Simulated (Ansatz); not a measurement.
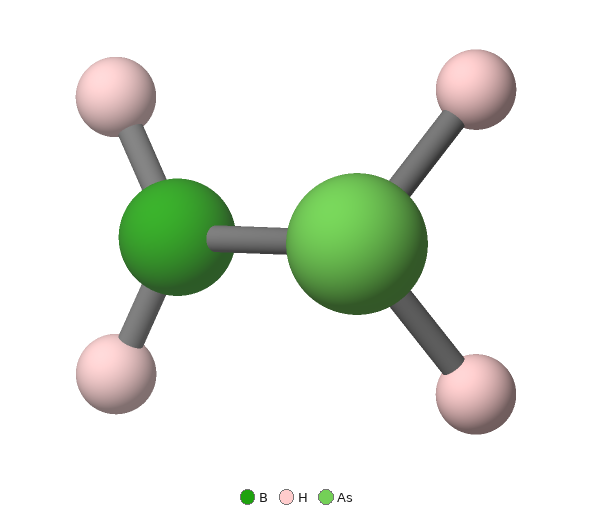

Rendered structure (ball-and-stick style).

What does the picture show?

Formula AsBH4. This geometry has Cs symmetry. Coordination: 1 B trigonal planar; 1 As trigonal pyramidal.

More results for the same structure follow; atom numbers are the same in all pictures, views and colours differ. The computed structure is the end point of a PBE0-D4/def2-TZVP optimisation.

**Geometry**

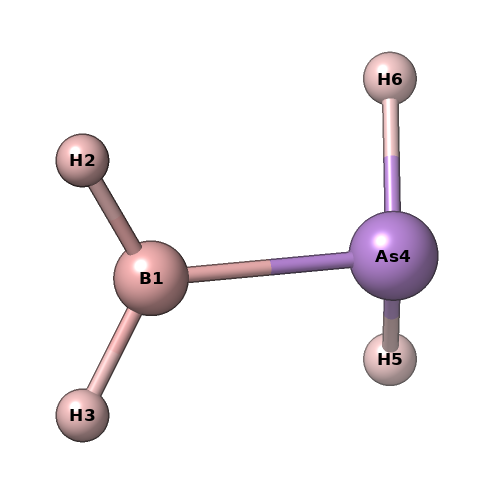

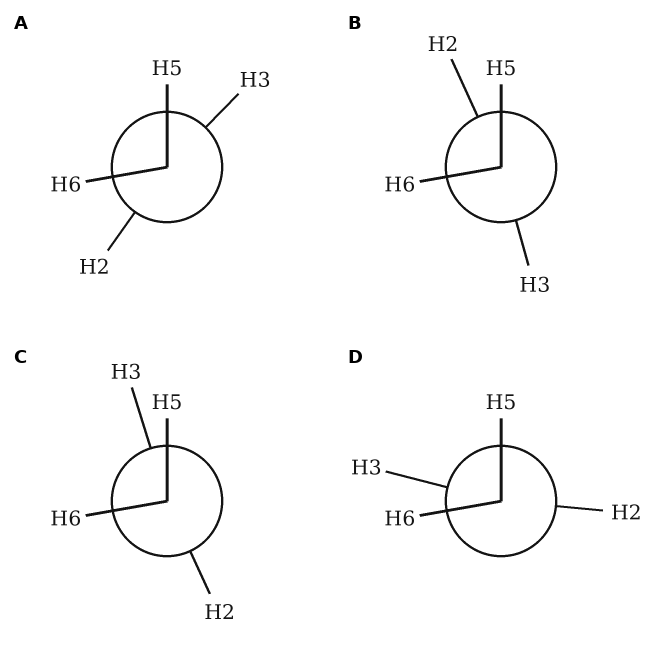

Atoms fade into the background with distance from the viewer. Bonds that would overlap in a projection are set slightly apart.

Which Newman projection shows the view along As4–B1, with As4 in front?

Answer. A. The torsion angle H5–As4–B1–H2 is −145°, anticlinal.

**Electronic properties**

Level of theory: RKS PBE0-D4/def2-TZVPP (Ansatz 0.2.0).

What does the calculation give?

- HOMO energy (Kohn–Sham orbital): −7.41 eV
- LUMO energy (Kohn–Sham orbital): −1.95 eV
- HOMO–LUMO gap: 5.47 eV

**Vibrations**

Harmonic vibrations computed with RKS PBE0-D4/def2-TZVP (Ansatz 0.2.0) at a stationary point of the same level.

List the wavenumbers.

Answer. 12 modes: 399, 403, 503, 644, 818, 912, 1006, 1167, 2253, 2271, 2601, 2702 cm⁻¹.

**Thermal motion**

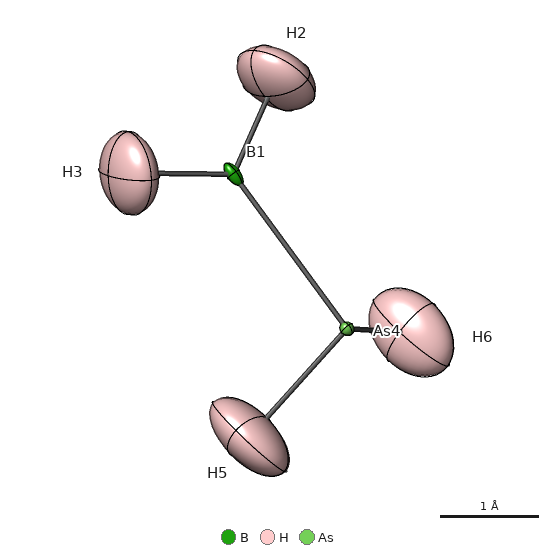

Displacement ellipsoids at the 50 % level, enlarged 2 times, from the internal vibrations of the free molecule (harmonic, no overall translation or rotation; no half-axis is drawn under 0.075 Å). Vibrations computed with RKS PBE0-D4/def2-TZVP (Ansatz 0.2.0). Temperature: 0 K (zero-point motion alone).

List U_eq and the three principal root-mean-square amplitudes for each kind of atom.

| atom | U_eq (Å²) | rms amplitudes (Å) |
| --- | --- | --- |
| B1 | 0.00096 | 0.021, 0.021, 0.045 |
| H2, H3 | 0.0159 | 0.079, 0.139, 0.148 |
| As4 | 0.00003 | 0.003, 0.003, 0.009 |
| H5, H6 | 0.0177 | 0.085, 0.124, 0.175 |
